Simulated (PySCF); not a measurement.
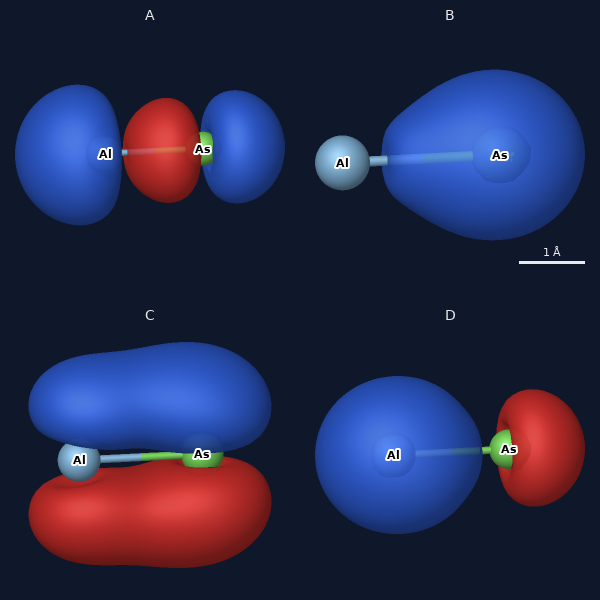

Figure. AlAs (triplet). Four frontier β-spin orbitals, each drawn at the value that holds 80 % of its norm (blue and red are the two phases), in no order; of a degenerate pair one member is drawn.

The calculation used PBE0/x2c-SVPall, spin-free X2C-1e, Gaussian nucleus, at a bond length of 2.534 Å in PySCF 2.14.0.

Q: Label each orbital by symmetry, say whether it is occupied, and order them by energy.

A: Orbital B: σ, occupied in this spin, −14.72 eV; mainly on As (90 %).
Orbital D: σ, occupied in this spin, −8.84 eV; shared between the atoms (Al 70 %, As 30 %).
Orbital A: σ, occupied in this spin, −5.32 eV; shared between the atoms (Al 55 %, As 45 %).
Orbital C: π, empty in this spin, −3.27 eV; bonding, with no node between the atoms.
